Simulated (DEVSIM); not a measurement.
Structure: abrupt Ge n-p junction, at 300 K.

```csv
layer (left to right),material,thickness (μm),Nd (cm⁻³),Na (cm⁻³),τn (s),τp (s)
1,Ge,1.70,1.3e16,-,1.1e-7,1.1e-7
2,Ge,1.90,-,1.2e15,1.1e-7,1.1e-7
```

Left contact: ohmic. Right contact: ohmic. Voltage is applied to the left contact. Recombination: SRH at mid-gap, Auger. Mobility is μmin + (μ − μmin)/(1 + (N/Nref)^α).

The device is made up for the run: typed textbook-type constants, with dimensions and the other settings drawn at random. Values at 300 K.

```tsv
parameter	Ge
gap (eV)	0.664
affinity (eV)	4
permittivity	16
Nc (cm⁻³)	1.04e19
Nv (cm⁻³)	6e18
μn (cm²/Vs)	3900
μp (cm²/Vs)	1900
μn,min	150
μp,min	100
Nref,n	2.6e17
Nref,p	4e17
αn	0.56
αp	0.6
Cn (cm⁶/s)	1e-31
Cp (cm⁶/s)	1e-31
```

Simulated with DEVSIM: 1D drift-diffusion, Boltzmann statistics, complete ionisation; no tunnelling, impact ionisation, image-force lowering or self-heating.

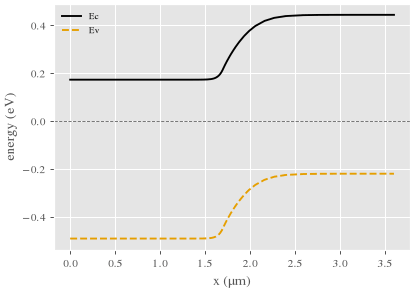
*Band edges at zero bias*

Energies count from the Fermi level of the right contact; mesh points crowd at the junctions.

```csv
x (μm),Ec (eV),Ev (eV),n (cm⁻³),p (cm⁻³),field (V/cm)
0.000,0.173,-0.491,1.3e16,3.4e10,≈ 0
0.02190,0.173,-0.491,1.3e16,3.4e10,≈ 0
0.06320,0.173,-0.491,1.3e16,3.4e10,≈ 0
0.1411,0.173,-0.491,1.3e16,3.4e10,≈ 0
0.3565,0.173,-0.491,1.3e16,3.4e10,≈ 0
0.6942,0.173,-0.491,1.3e16,3.4e10,≈ 0
1.159,0.173,-0.491,1.3e16,3.4e10,≈ 0
1.479,0.173,-0.491,1.3e16,3.4e10,73
1.594,0.177,-0.487,1.1e16,4.0e10,1100
1.656,0.191,-0.473,6.4e15,6.8e10,3900
1.688,0.208,-0.456,3.3e15,1.3e11,6900
1.714,0.228,-0.436,1.5e15,2.9e11,7800
1.748,0.253,-0.411,5.8e14,7.6e11,6900
1.812,0.294,-0.370,1.2e14,3.7e12,5900
1.990,0.376,-0.288,5.0e12,8.8e13,3400
2.269,0.431,-0.233,5.9e11,7.4e14,850
2.760,0.443,-0.221,3.7e11,1.2e15,29
3.167,0.444,-0.220,3.6e11,1.2e15,≈ 0
3.426,0.444,-0.220,3.6e11,1.2e15,≈ 0
3.519,0.444,-0.220,3.6e11,1.2e15,≈ 0
3.569,0.444,-0.220,3.6e11,1.2e15,≈ 0
3.600,0.444,-0.220,3.6e11,1.2e15,≈ 0
```
